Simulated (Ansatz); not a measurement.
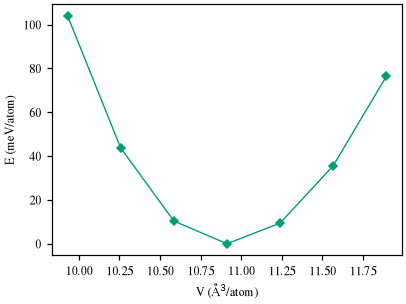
Figure. BW (rock salt, space group No. 225) under volume change, PBEsol in the plane-wave PAW code Ansatz, scaled uniformly.

**Question.** What does a third-order Birch–Murnaghan fit give for V₀, B₀ and B′?

**Answer.** V₀ = 10.91 Å³/atom, B₀ = 321 GPa, B′ = 4.1.

Space group Fm-3m (rock salt). The start of the workflow was typed in or built on a structure type; neither database checked (COD, Materials Project) lists it. COD files the formula under space group No. 141. Its standing as an ambient phase is unchecked. The cell was relaxed with PBEsol under the symmetry of its start; whether a distortion lowers the energy is not shown. No spin polarisation was allowed. The volume moved by -19 % from the start of the relaxation. Spin–orbit coupling is left out wherever it is not named.

Potentials: the earlier of the program's two PAW sets. The files were generated under PBE; for other functionals the program regenerates the frozen cores, and for LDA and PBEsol the local potential too.
